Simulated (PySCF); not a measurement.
SMILES CC(C)c1ccc([SiH3])s1 (C7H12SSi) at its GFN2-xTB optimised geometry (Å):

```
21

C     -2.0557    -2.4858    -1.2633
C     -1.1893    -2.4929    -0.0019
C     -2.0667    -2.4829     1.2517
C     -0.2598    -1.3226     0.0000
C      1.1011    -1.3226     0.0000
C      1.6563    -0.0260     0.0000
C      0.7295     0.9739    -0.0001
Si     0.9827     2.8285    -0.0003
S     -0.8714     0.2994     0.0002
H     -2.6749    -1.5915    -1.2860
H     -1.4315    -2.4971    -2.1543
H     -2.7037    -3.3590    -1.2815
H     -0.5759    -3.4016     0.0018
H     -1.4506    -2.4929     2.1483
H     -2.7154    -3.3558     1.2658
H     -2.6857    -1.5883     1.2673
H      1.6907    -2.2231     0.0000
H      2.7154     0.1656     0.0000
H      0.3676     3.4007     1.1996
H      0.3559     3.4016    -1.1936
H      2.4264     3.0639    -0.0072
```

Level of theory: PBE0/def2-SVP (PySCF). Cells within 0.4 Å of a nucleus heavier than hydrogen are left out (blank, or x).

Map of the log10 of the electron density (e/bohr³), floored at −4 on the plane z = 0.0 Å:

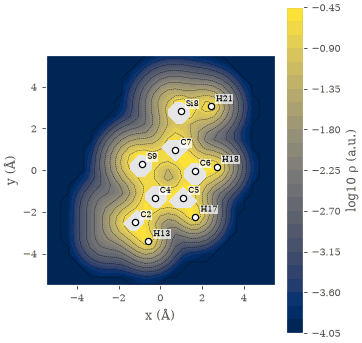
Fig. 1. Log10 of the electron density (e/bohr³), floored at −4 on the plane z = 0.0 Å.
